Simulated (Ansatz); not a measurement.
# Geometry relaxation of C12H27N (part 4 of 4)

C12H27N (disordered cell, 40 atoms in the cell); DFT r2SCAN-D3(BJ), scalar-relativistic, plane waves, PAW, no spin polarisation (Ansatz 0.2.0); cutoff 500 eV, 1×1×1 k-mesh, Fermi–Dirac smearing of 0.02 eV. It belongs to a series of runs on one base structure; here: start relaxed.

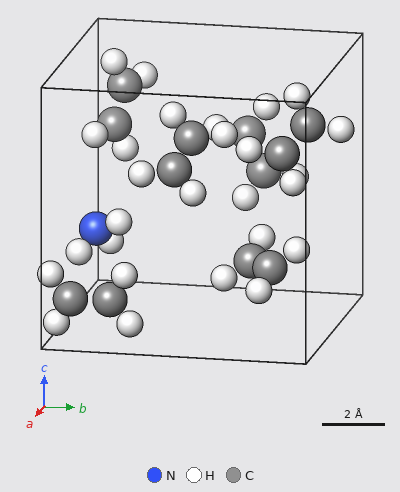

Fig. 1: The geometry at step 11 of the log (spheres-only view of the cell of the calculation, seen slightly off an axis).

**Trajectory as extended XYZ, continued**
```
40
Lattice="8.8378 0.0000 0.0000 0.0000 8.8378 0.0000 0.0000 0.0000 8.8378" Properties=species:S:1:pos:R:3:forces:R:3 step=8 energy=-3836.40137
N     2.8441    0.7188    2.5235    0.1109  -0.0447   0.0933
H     3.5937    0.5223    1.8655   -0.1337   0.1147   0.1094
H     1.9933    0.8244    1.9904   -0.1148  -0.0298  -0.1675
H     3.0206    1.6290    2.9344    0.1419  -0.0538  -0.0417
C     0.7919    1.0693    6.9143    0.4187  -0.1825  -0.5521
C     1.3369    0.9224    5.7112   -0.2853   0.0676   0.4682
H    -0.1804    1.4929    7.0362   -0.5100   0.2612   0.1029
H     1.2993    0.7512    7.8054    0.1494  -0.0961   0.2908
H     0.8251    1.2391    4.8209   -0.1686   0.0876  -0.2774
H     2.2983    0.4744    5.5658    0.4056  -0.1518  -0.0493
C     5.8429    6.9649    2.2337   -0.1919  -0.1636  -0.0011
C     4.8927    6.0389    2.1465    0.1969   0.1733   0.0078
H     6.8155    6.8368    1.7726   -0.0259  -0.0360   0.0253
H     5.6751    7.8847    2.7794    0.0115   0.0503  -0.0032
H     5.0590    5.1066    1.6212   -0.0213  -0.0147  -0.0389
H     3.9228    6.1832    2.6064    0.0077  -0.0094   0.0278
C     0.7731    4.9531    5.5973    0.0380  -0.0047  -0.2116
C     1.0741    5.4425    4.4005   -0.0531   0.0197   0.2985
H     0.7565    5.5868    6.4711   -0.0261   0.0794   0.1182
H     0.5452    3.9035    5.7497    0.0381   0.0620  -0.0274
H     1.3090    6.4887    4.2473    0.0104   0.0355   0.0385
H     1.1068    4.8077    3.5318   -0.0038  -0.1381  -0.2358
C     4.8012    4.3317    6.4078    0.1746   0.2409  -0.2612
C     5.6292    3.9698    5.4381   -0.1244  -0.2032   0.1937
H     4.5356    5.3673    6.5739    0.0389   0.0601  -0.0334
H     4.3494    3.6145    7.0594   -0.2374  -0.3762   0.2932
H     6.0792    4.6923    4.7845    0.1498   0.2481  -0.2311
H     5.8779    2.9294    5.2595    0.0048  -0.0094   0.0356
C     8.1078    2.1516    1.5299    0.0148  -0.4240   0.0716
C     8.0543    0.8209    1.4883    0.0167   0.5074  -0.1533
H     7.9140    2.7577    0.6566   -0.1064   0.0329  -0.0771
H     8.3461    2.6832    2.4418    0.0843   0.0200   0.0487
H     7.7788    0.2970    0.5822    0.0513  -0.0479  -0.0664
H     8.2895    0.2149    2.3487   -0.0495  -0.0847   0.2005
C     5.8411    8.1755    7.1955   -0.2063   0.2625   0.0402
C     6.7631    7.5847    6.4653    0.0903  -0.0177   0.0162
H     5.3168    7.6552    7.9711   -0.2332  -0.2346   0.3411
H     5.5686    9.2061    7.0389   -0.0306   0.2517  -0.0224
H     7.0240    6.5574    6.6145    0.1197  -0.4476   0.0381
H     7.3007    8.1158    5.7091    0.2484   0.1958  -0.4091
40
Lattice="8.8378 0.0000 0.0000 0.0000 8.8378 0.0000 0.0000 0.0000 8.8378" Properties=species:S:1:pos:R:3:forces:R:3 step=9 energy=-3836.45022
N     2.7149    0.6731    2.4903   -0.3495   0.3082  -0.4281
H     3.5161    0.4024    1.9227   -0.2093   0.0480   0.0561
H     1.9607    0.9537    1.8414    0.6297  -0.2283   0.4615
H     2.9915    1.5243    2.9767   -0.0467  -0.1529  -0.0883
C     0.7891    1.0678    6.9022    0.1431  -0.0417  -0.1567
C     1.3284    0.9094    5.7006   -0.1012   0.0305   0.1088
H    -0.1976    1.4863    7.0277   -0.1451   0.0595   0.0366
H     1.3115    0.7790    7.8036    0.0333  -0.0174   0.0672
H     0.8001    1.1947    4.8005   -0.0278   0.0104  -0.0632
H     2.3096    0.4834    5.5559    0.1057  -0.0505  -0.0006
C     5.8088    6.9626    2.2558   -0.0601  -0.0742   0.0158
C     4.8463    6.0526    2.1717    0.0710   0.0472   0.0003
H     6.7700    6.8226    1.7743   -0.0293   0.0081   0.0073
H     5.6722    7.8761    2.8227    0.0192   0.0070  -0.0059
H     4.9868    5.1313    1.6171   -0.0224   0.0266   0.0099
H     3.8909    6.1940    2.6631    0.0074  -0.0035  -0.0060
C     0.7922    5.0213    5.5600    0.0077   0.0050  -0.0670
C     1.0828    5.5297    4.3700   -0.0033   0.0202   0.0739
H     0.7352    5.6498    6.4399   -0.0019   0.0134   0.0239
H     0.6092    3.9619    5.7033    0.0168   0.0444  -0.0157
H     1.2799    6.5876    4.2297   -0.0173  -0.0259   0.0126
H     1.1476    4.9010    3.4908    0.0038  -0.0078  -0.0468
C     4.8000    4.2794    6.3779    0.0827   0.0669  -0.1147
C     5.6664    3.9210    5.4392   -0.0664  -0.0567   0.0871
H     4.5218    5.3162    6.5242    0.0131  -0.0007  -0.0184
H     4.3279    3.5550    7.0244   -0.0661  -0.1093   0.0710
H     6.1292    4.6489    4.7877    0.0433   0.0594  -0.0466
H     5.9366    2.8823    5.2810    0.0010   0.0084   0.0151
C     8.1552    2.1351    1.5740   -0.0092  -0.1075  -0.0173
C     8.1256    0.8079    1.5307   -0.0455   0.1601  -0.0413
H     7.9012    2.7397    0.7101   -0.0016  -0.0259   0.0312
H     8.4289    2.6691    2.4765    0.0147   0.0089   0.0047
H     7.8372    0.2770    0.6308    0.0171  -0.0122  -0.0119
H     8.3847    0.2052    2.3920    0.0105  -0.0210   0.0413
C     5.8458    8.1974    7.2081   -0.0430   0.0800   0.0076
C     6.7580    7.5909    6.4654   -0.0136  -0.0154   0.0004
H     5.3137    7.6755    7.9900   -0.0627  -0.0578   0.1038
H     5.5965    9.2411    7.0635   -0.0042   0.0592  -0.0054
H     7.0002    6.5480    6.6052    0.0249  -0.1185   0.0084
H     7.2977    8.1118    5.6899    0.0811   0.0561  -0.1110
40
Lattice="8.8378 0.0000 0.0000 0.0000 8.8378 0.0000 0.0000 0.0000 8.8378" Properties=species:S:1:pos:R:3:forces:R:3 step=10 energy=-3836.47364
N     2.7551    0.6323    2.4978    0.0274   0.2959  -0.2380
H     3.5031    0.3008    1.8867   -0.2560   0.0912   0.1506
H     2.0001    0.9655    1.8912    0.3264  -0.1656   0.2111
H     3.1217    1.4648    2.9622   -0.0895  -0.2511  -0.1251
C     0.8074    1.0700    6.8868    0.0476  -0.0415  -0.0799
C     1.3441    0.8893    5.6876   -0.0595   0.0085   0.0539
H    -0.1826    1.4895    7.0084   -0.0486   0.0346   0.0204
H     1.3303    0.7920    7.7930    0.0129   0.0049   0.0297
H     0.8149    1.1591    4.7816    0.0014   0.0014  -0.0250
H     2.3253    0.4560    5.5508    0.0477  -0.0151  -0.0024
C     5.7966    6.9616    2.2883   -0.0471  -0.0127  -0.0204
C     4.8154    6.0728    2.2007    0.0324   0.0262  -0.0185
H     6.7428    6.8178    1.7792   -0.0165  -0.0005   0.0250
H     5.6871    7.8686    2.8724    0.0192  -0.0243   0.0003
H     4.9256    5.1638    1.6186   -0.0114   0.0326   0.0280
H     3.8707    6.2223    2.7098    0.0092  -0.0068   0.0074
C     0.8088    5.0791    5.5313    0.0177   0.0004  -0.0307
C     1.0831    5.6074    4.3464   -0.0215   0.0184   0.0334
H     0.7377    5.6966    6.4188   -0.0072   0.0004   0.0016
H     0.6569    4.0132    5.6636    0.0135   0.0433  -0.0120
H     1.2471    6.6723    4.2169   -0.0029  -0.0263   0.0092
H     1.1615    4.9901    3.4591    0.0054   0.0092  -0.0181
C     4.7934    4.2324    6.3551    0.0696  -0.0092  -0.0816
C     5.6944    3.8757    5.4477   -0.0533   0.0076   0.0736
H     4.5099    5.2692    6.4905   -0.0011  -0.0014  -0.0137
H     4.2977    3.5051    6.9865   -0.0063  -0.0236  -0.0042
H     6.1804    4.6059    4.8113   -0.0022  -0.0034   0.0115
H     5.9740    2.8379    5.3023   -0.0008   0.0001   0.0026
C     8.1352    2.1391    1.5891    0.0156  -0.0554   0.0084
C     8.1000    0.8133    1.5454    0.0488   0.0695  -0.0442
H     7.8872    2.7438    0.7249   -0.0095  -0.0004  -0.0011
H     8.4144    2.6724    2.4905   -0.0152   0.0059   0.0115
H     7.8281    0.2828    0.6397   -0.0260  -0.0069   0.0126
H     8.3606    0.2094    2.4064   -0.0108  -0.0111   0.0193
C     5.8296    8.2144    7.2199    0.0386   0.0128  -0.0200
C     6.7139    7.5828    6.4593   -0.0358   0.0356   0.0572
H     5.2999    7.7068    8.0166   -0.0228  -0.0204   0.0195
H     5.6076    9.2666    7.0814    0.0038   0.0036  -0.0054
H     6.9352    6.5325    6.5977   -0.0048  -0.0354  -0.0035
H     7.2591    8.0914    5.6751    0.0116   0.0096  -0.0427
40
Lattice="8.8378 0.0000 0.0000 0.0000 8.8378 0.0000 0.0000 0.0000 8.8378" Properties=species:S:1:pos:R:3:forces:R:3 step=11 energy=-3836.48778
N     2.8163    0.5400    2.5151    0.7024   0.2150  -0.0182
H     3.5178    0.1221    1.8921   -0.3609   0.2147   0.3374
H     2.0613    0.8593    1.9235   -0.1233   0.0440  -0.0974
H     3.2488    1.3902    2.8997   -0.2242  -0.5011  -0.2238
C     0.8236    1.0667    6.8615    0.0324   0.0379  -0.0517
C     1.3658    0.8417    5.6715   -0.0191   0.0375   0.0672
H    -0.1607    1.5094    6.9668    0.0087  -0.0254  -0.0001
H     1.3451    0.8244    7.7806   -0.0213  -0.0116  -0.0143
H     0.8494    1.0918    4.7514    0.0105  -0.0255   0.0100
H     2.3493    0.4029    5.5582   -0.0150  -0.0117  -0.0113
C     5.7671    6.9747    2.3384   -0.0102  -0.0052   0.1022
C     4.7470    6.1293    2.2515    0.0433  -0.0130   0.0493
H     6.6945    6.8050    1.8017   -0.0502   0.0308  -0.0002
H     5.7236    7.8557    2.9760   -0.0122  -0.1117  -0.1146
H     4.8018    5.2334    1.6383   -0.0159   0.1122   0.0398
H     3.8318    6.2905    2.8119    0.0379   0.0022  -0.0547
C     0.8426    5.1880    5.4760   -0.0008   0.0015  -0.0602
C     1.0754    5.7637    4.3026    0.0127  -0.0063   0.0649
H     0.7401    5.7782    6.3805    0.0049  -0.0267  -0.0298
H     0.7520    4.1097    5.5807    0.0136   0.1129  -0.0196
H     1.1854    6.8403    4.2019   -0.0195  -0.0828   0.0127
H     1.1845    5.1743    3.3981   -0.0079   0.0362   0.0189
C     4.7737    4.1416    6.2937    0.2152  -0.1447  -0.1960
C     5.7546    3.7858    5.4642   -0.2438   0.1364   0.1752
H     4.4714    5.1774    6.3976    0.0133  -0.0151  -0.0111
H     4.2260    3.4125    6.8870    0.0918   0.0698  -0.1002
H     6.2899    4.5164    4.8624   -0.0766  -0.0701   0.0931
H     6.0481    2.7486    5.3440    0.0020   0.0010   0.0174
C     8.1303    2.1477    1.6141   -0.0463  -0.0142   0.0736
C     8.1131    0.8227    1.5599   -0.1359  -0.0015   0.0284
H     7.8680    2.7544    0.7572    0.0140   0.0221  -0.0471
H     8.3776    2.6793    2.5264    0.0538  -0.0105  -0.0210
H     7.8205    0.2949    0.6588    0.0778  -0.0012  -0.0105
H     8.3509    0.2156    2.4262    0.0482  -0.0020  -0.0164
C     5.8212    8.2551    7.2528    0.1266  -0.1337  -0.1843
C     6.6462    7.5739    6.4600   -0.1925   0.1022   0.1142
H     5.2796    7.7724    8.0604    0.0517   0.0195  -0.0256
H     5.6469    9.3189    7.1176    0.0417  -0.0662   0.0118
H     6.8071    6.5069    6.5825   -0.0119   0.0971   0.0207
H     7.1852    8.0507    5.6477   -0.0152  -0.0129   0.0712
40
Lattice="8.8378 0.0000 0.0000 0.0000 8.8378 0.0000 0.0000 0.0000 8.8378" Properties=species:S:1:pos:R:3:forces:R:3 step=12 energy=-3836.49851
N     2.7986    0.5219    2.5262    0.6485   0.1657  -0.1563
H     3.4541    0.0006    1.9277   -0.4132   0.3426   0.3461
H     2.0558    0.8631    1.9253    0.0159  -0.0382  -0.0317
H     3.3058    1.3589    2.8415   -0.2532  -0.4970  -0.1706
C     0.8228    1.0816    6.8577    0.0571  -0.0558  -0.1066
C     1.3697    0.8425    5.6725   -0.0824   0.0017   0.1130
H    -0.1647    1.5132    6.9524   -0.0581   0.0439   0.0148
H     1.3360    0.8398    7.7797    0.0151   0.0097   0.0357
H     0.8541    1.0726    4.7484    0.0060   0.0113  -0.0292
H     2.3481    0.3946    5.5683    0.0556  -0.0058  -0.0195
C     5.7678    6.9736    2.3665   -0.0802   0.0074  -0.0033
C     4.7340    6.1439    2.2846    0.0418   0.0691  -0.0340
H     6.6809    6.8051    1.8059   -0.0280  -0.0039   0.0387
H     5.7355    7.8585    2.9959    0.0128  -0.0816  -0.0384
H     4.7634    5.2610    1.6532    0.0021   0.0518   0.0580
H     3.8209    6.3238    2.8415    0.0414  -0.0296   0.0059
C     0.8508    5.2173    5.4584    0.0124   0.0121  -0.0862
C     1.0746    5.8101    4.2916   -0.0201  -0.0116   0.0969
H     0.7410    5.7954    6.3688    0.0000  -0.0109  -0.0043
H     0.7766    4.1372    5.5508    0.0121   0.0958  -0.0179
H     1.1650    6.8889    4.2018   -0.0048  -0.0631   0.0176
H     1.1888    5.2331    3.3812    0.0027   0.0111  -0.0171
C     4.7582    4.1160    6.2510    0.2620  -0.0956  -0.1959
C     5.7725    3.7607    5.4629   -0.2406   0.1050   0.1914
H     4.4520    5.1511    6.3442    0.0059   0.0029  -0.0217
H     4.1915    3.3890    6.8243    0.0478   0.0108  -0.0633
H     6.3330    4.4899    4.8852   -0.0675  -0.0391   0.0584
H     6.0743    2.7242    5.3598   -0.0054  -0.0054   0.0070
C     8.1248    2.1426    1.6298    0.0712  -0.0613   0.0314
C     8.1092    0.8168    1.5732    0.0618   0.0576  -0.0474
H     7.8790    2.7514    0.7689   -0.0466   0.0083  -0.0172
H     8.3975    2.6729    2.5357   -0.0198  -0.0145  -0.0001
H     7.8464    0.2908    0.6618   -0.0204   0.0020   0.0188
H     8.3809    0.2074    2.4274   -0.0343  -0.0006   0.0204
C     5.8221    8.2662    7.2569    0.1400  -0.0683  -0.1136
C     6.6275    7.5714    6.4594   -0.0922   0.1173   0.1534
H     5.2875    7.7966    8.0739   -0.0178  -0.0190   0.0051
H     5.6762    9.3340    7.1310    0.0050  -0.0285  -0.0128
H     6.7800    6.5068    6.5891   -0.0269  -0.0035  -0.0003
H     7.1807    8.0417    5.6559   -0.0060   0.0080  -0.0233
40
Lattice="8.8378 0.0000 0.0000 0.0000 8.8378 0.0000 0.0000 0.0000 8.8378" Properties=species:S:1:pos:R:3:forces:R:3 step=13 energy=-3836.52313
N     2.7698    0.4710    2.5107   -0.0231  -0.0014  -0.0421
H     3.4302   -0.0440    1.9388    0.0003  -0.0012   0.0190
H     2.0639    0.8403    1.8826    0.0119  -0.0094   0.0213
H     3.2714    1.2724    2.8764    0.0092  -0.0103   0.0000
C     0.7997    1.0963    6.8527    0.0180  -0.0128  -0.0064
C     1.3796    0.8360    5.6891   -0.0181   0.0033  -0.0136
H    -0.1852    1.5448    6.9138    0.0026   0.0028  -0.0015
H     1.2833    0.8638    7.7942   -0.0067   0.0097   0.0045
H     0.8980    1.0612    4.7446    0.0063  -0.0020   0.0044
H     2.3592    0.3791    5.6179   -0.0054   0.0044   0.0154
C     5.7663    6.9825    2.3894   -0.0033   0.0026   0.0022
C     4.7281    6.1591    2.3369    0.0029   0.0032   0.0078
H     6.6604    6.8104    1.8021   -0.0031   0.0054  -0.0036
H     5.7637    7.8582    3.0279    0.0042  -0.0037   0.0062
H     4.7348    5.2809    1.7018   -0.0025  -0.0003   0.0104
H     3.8393    6.3296    2.9326   -0.0036   0.0028   0.0033
C     0.8609    5.2721    5.4359    0.0043   0.0033   0.0000
C     1.0801    5.8724    4.2744   -0.0041   0.0071  -0.0019
H     0.7570    5.8412    6.3522    0.0046   0.0045   0.0033
H     0.7855    4.1939    5.5195   -0.0050   0.0052  -0.0072
H     1.1758    6.9496    4.1947   -0.0041   0.0047  -0.0029
H     1.1856    5.3051    3.3567    0.0063   0.0064  -0.0037
C     4.7469    4.0883    6.1821   -0.0062  -0.0027  -0.0012
C     5.7831    3.7294    5.4368    0.0090  -0.0014  -0.0070
H     4.4405    5.1245    6.2630   -0.0053  -0.0012  -0.0153
H     4.1581    3.3619    6.7302    0.0011  -0.0034  -0.0063
H     6.3619    4.4570    4.8799    0.0035  -0.0021   0.0057
H     6.0862    2.6922    5.3460   -0.0009  -0.0079  -0.0023
C     8.1378    2.1325    1.6411   -0.0001  -0.0030  -0.0035
C     8.1304    0.8081    1.5721    0.0003   0.0005   0.0019
H     7.8403    2.7461    0.7989    0.0036   0.0015   0.0023
H     8.4359    2.6562    2.5422   -0.0002  -0.0032   0.0039
H     7.8286    0.2877    0.6700   -0.0032  -0.0011   0.0041
H     8.4291    0.1940    2.4142    0.0056  -0.0040  -0.0034
C     5.8327    8.2715    7.2745    0.0003   0.0023   0.0098
C     6.6265    7.5669    6.4799    0.0002  -0.0008  -0.0075
H     5.2776    7.8059    8.0809   -0.0021   0.0022  -0.0002
H     5.7104    9.3423    7.1547    0.0032  -0.0003  -0.0006
H     6.7469    6.4968    6.5991   -0.0033   0.0014   0.0010
H     7.1926    8.0290    5.6799    0.0028  -0.0009   0.0045
40
Lattice="8.8378 0.0000 0.0000 0.0000 8.8378 0.0000 0.0000 0.0000 8.8378" Properties=species:S:1:pos:R:3:forces:R:3 step=14 energy=-3836.52314
N     2.7698    0.4710    2.5107   -0.0242  -0.0024  -0.0401
H     3.4302   -0.0440    1.9388    0.0016  -0.0020   0.0180
H     2.0639    0.8403    1.8826    0.0109  -0.0085   0.0203
H     3.2714    1.2724    2.8764    0.0099  -0.0091   0.0005
C     0.7997    1.0963    6.8527    0.0181  -0.0129  -0.0065
C     1.3796    0.8360    5.6891   -0.0179   0.0034  -0.0140
H    -0.1852    1.5448    6.9138    0.0025   0.0029  -0.0014
H     1.2833    0.8638    7.7942   -0.0065   0.0097   0.0047
H     0.8980    1.0612    4.7446    0.0063  -0.0019   0.0045
H     2.3592    0.3791    5.6179   -0.0056   0.0046   0.0153
C     5.7663    6.9825    2.3894   -0.0028   0.0027   0.0018
C     4.7281    6.1591    2.3369    0.0034   0.0033   0.0073
H     6.6604    6.8104    1.8021   -0.0035   0.0055  -0.0034
H     5.7637    7.8582    3.0279    0.0043  -0.0040   0.0060
H     4.7348    5.2809    1.7018   -0.0024  -0.0005   0.0101
H     3.8393    6.3296    2.9326   -0.0040   0.0027   0.0035
C     0.8609    5.2721    5.4359    0.0045   0.0033  -0.0008
C     1.0801    5.8724    4.2744   -0.0039   0.0070  -0.0028
H     0.7570    5.8412    6.3522    0.0045   0.0049   0.0041
H     0.7855    4.1939    5.5195   -0.0051   0.0044  -0.0072
H     1.1758    6.9496    4.1947   -0.0041   0.0038  -0.0030
H     1.1856    5.3051    3.3567    0.0061   0.0068  -0.0030
C     4.7469    4.0883    6.1821   -0.0055  -0.0027  -0.0012
C     5.7831    3.7294    5.4368    0.0096  -0.0015  -0.0073
H     4.4405    5.1245    6.2630   -0.0054  -0.0007  -0.0153
H     4.1581    3.3619    6.7302    0.0007  -0.0038  -0.0061
H     6.3619    4.4570    4.8799    0.0031  -0.0025   0.0062
H     6.0862    2.6922    5.3460   -0.0010  -0.0072  -0.0023
C     8.1378    2.1325    1.6411   -0.0002  -0.0036  -0.0037
C     8.1304    0.8081    1.5721    0.0002   0.0000   0.0017
H     7.8403    2.7461    0.7989    0.0034   0.0018   0.0019
H     8.4359    2.6562    2.5422   -0.0001  -0.0029   0.0043
H     7.8286    0.2877    0.6700   -0.0032  -0.0008   0.0046
H     8.4291    0.1940    2.4142    0.0055  -0.0038  -0.0038
C     5.8327    8.2715    7.2745    0.0001   0.0024   0.0099
C     6.6265    7.5669    6.4799    0.0001  -0.0008  -0.0076
H     5.2776    7.8059    8.0809   -0.0021   0.0023  -0.0003
H     5.7104    9.3423    7.1547    0.0032  -0.0004  -0.0006
H     6.7469    6.4968    6.5991   -0.0033   0.0012   0.0010
H     7.1926    8.0290    5.6799    0.0030  -0.0008   0.0043
```
